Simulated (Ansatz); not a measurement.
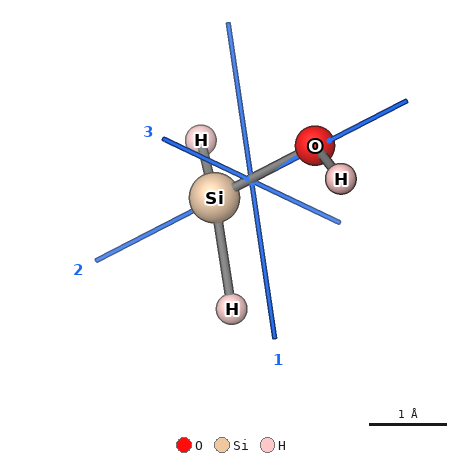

The three principal axes of inertia are drawn and numbered. Depth is shown by fading: the farther an atom, the more it takes the colour of the background. The species is neutral and a spin doublet. The computed structure is the end point of a PBE0-D4/def2-TZVP optimisation. No frequency run is at hand to confirm it as a minimum. Masses are those of the most abundant isotopes; constants are for the rigid equilibrium geometry.

### Which line is the a axis (least moment of inertia), which b and which c?

a is line 2, b is line 1, c is line 3; the moments are 4.56, 33.4, 36.1 u Å².

### Classify the rotor and give the rotational constants (MHz).

An asymmetric top (C1): A = 110913, B = 15111, C = 13989 MHz. Ray's parameter κ is −0.98, close to the prolate limit.
